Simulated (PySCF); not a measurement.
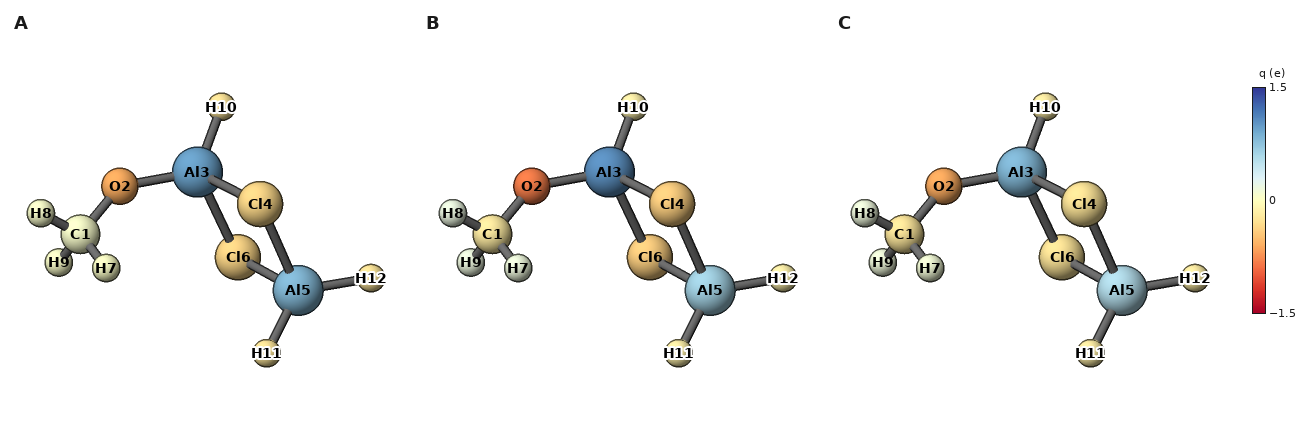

Atomic charges of one calculation by 3 schemes, on one colour scale. Computed geometry: PBE0-D3(BJ)/def2-SVP optimisation. No frequency run is at hand to confirm it as a minimum. Method: PBE0/6-31G (PySCF 2.14.0).

> The schemes are ESP-fitted, IAO, Mulliken. Which panel shows which?

A ESP-fitted, B Mulliken, C IAO.

List the charges (e), one line for each set of equivalent atoms.

| atom | ESP-fitted | Mulliken | IAO |
| --- | --- | --- | --- |
| C1 | 0.06 | −0.18 | −0.22 |
| O2 | −0.59 | −0.81 | −0.61 |
| Al3 | 0.94 | 1.03 | 0.82 |
| Cl4 | −0.34 | −0.39 | −0.24 |
| Al5 | 0.80 | 0.63 | 0.54 |
| Cl6 | −0.34 | −0.39 | −0.24 |
| H7 | 0.05 | 0.15 | 0.12 |
| H8 | 0.06 | 0.18 | 0.16 |
| H9 | 0.06 | 0.17 | 0.14 |
| H10 | −0.24 | −0.13 | −0.16 |
| H11 | −0.22 | −0.13 | −0.16 |
| H12 | −0.23 | −0.13 | −0.16 |
